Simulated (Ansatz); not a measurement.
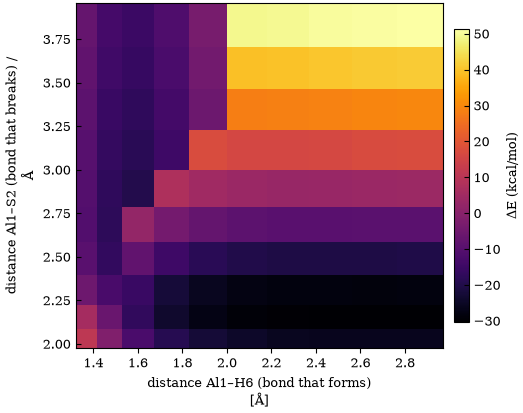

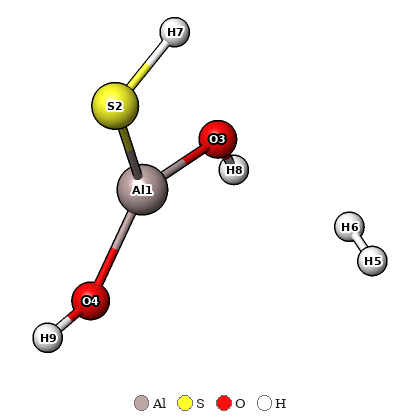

Energy landscape of the reacting system AlH5O2S (fragments AlH₃O₂S + H₂ where the first distance is long, AlH₃O₂ + H₂S where the second is long). 
- The first coordinate is: distance Al1–H6 (bond that forms); the second: distance Al1–S2 (bond that breaks).
- Relaxed at each point: all other coordinates.
- Grid: 10 × 10 points.
- Points are written as (first, second).
- Energies: kcal/mol, counted from a guessed transition structure relaxed with its forming and breaking bonds held.
- Energies and slopes of some neighbouring points disagree (a jump in structure or state, or too coarse a mesh). The reference is spin-restricted, so regions where a bond is pulled apart into radicals lie too high.
- All numbers below come from Ansatz, RKS B3LYP-D4/def2-SVP.

The picture shows one coloured cell a grid point. The second picture is the structure at the lowest point.

Q: Where are the lowest and the highest points?

A: The lowest grid point is at (2.868 Å, 2.149 Å), −30 kcal/mol from a guessed transition structure relaxed with its forming and breaking bonds held. It lies in a valley that leaves the map towards separated partners. Other grid points that lie below all their neighbours: (1.597 Å, 2.897 Å) (11 kcal/mol higher). The highest grid point, (2.868 Å, 3.834 Å), lies 82 kcal/mol above the lowest.

The values on the grid:

| second ↓, first → | 1.368 | 1.464 | 1.597 | 1.748 | 1.912 | 2.087 | 2.272 | 2.464 | 2.663 | 2.868 |
| --- | --- | --- | --- | --- | --- | --- | --- | --- | --- | --- |
| 3.834 | −7 | −13 | −15 | −11 | −3 | 49 | 50 | 50 | 51 | 51 |
| 3.588 | −8 | −14 | −16 | −12 | −4 | 39 | 40 | 40 | 41 | 41 |
| 3.349 | −9 | −15 | −17 | −14 | −6 | 28 | 28 | 29 | 29 | 30 |
| 3.118 | −10 | −16 | −19 | −15 | 17 | 16 | 16 | 16 | 17 | 17 |
| 2.897 | −11 | −17 | −20 | 8 | 5 | 4 | 3 | 3 | 4 | 4 |
| 2.687 | −11 | −18 | 2 | −4 | −7 | −9 | −9 | −9 | −9 | −9 |
| 2.490 | −10 | −17 | −8 | −15 | −18 | −20 | −21 | −21 | −21 | −20 |
| 2.309 | −5 | −13 | −16 | −22 | −26 | −28 | −28 | −28 | −28 | −28 |
| 2.149 | 6 | −6 | −17 | −24 | −27 | −29 | −30 | −30 | −30 | −30 |
| 2.034 | 11 | −1 | −12 | −19 | −23 | −25 | −26 | −26 | −26 | −26 |

The input of one point:

```yaml
crystal:
  periodic: [false, false, false]
  atoms:
    - { symbol: Al, position_ang: [-0.222578, -0.043294, -0.67791] }
    - { symbol: S, position_ang: [1.372769, 1.173744, -1.447254] }
    - { symbol: O, position_ang: [0.196126, -1.556125, -0.017253] }
    - { symbol: O, position_ang: [-1.824531, 0.498603, -0.51851] }
    - { symbol: H, position_ang: [0.35117, 0.648452, 2.23619] }
    - { symbol: H, position_ang: [0.441165, -0.077835, 2.112014] }
    - { symbol: H, position_ang: [2.299531, 0.216669, -1.203206] }
    - { symbol: H, position_ang: [-0.427431, -2.19172, 0.346622] }
    - { symbol: H, position_ang: [-2.186225, 1.331505, -0.830699] }
basis:
  gaussian: { orbitals: def2-SVP }
hamiltonian:
  xc: { name: B3LYP }
  dispersion: d4
output:
  forces: true
relax:
  f_tol: 0.02
  max_steps: 50
  escape_saddle: false
  constraints: [{ distance: [0, 5] }, { distance: [0, 1] }]
scf:
  lower_state_search: "off"
```

Time for the 100 points that were run: 40 min on 1 thread of Arm Neoverse V1, with other jobs on the host.
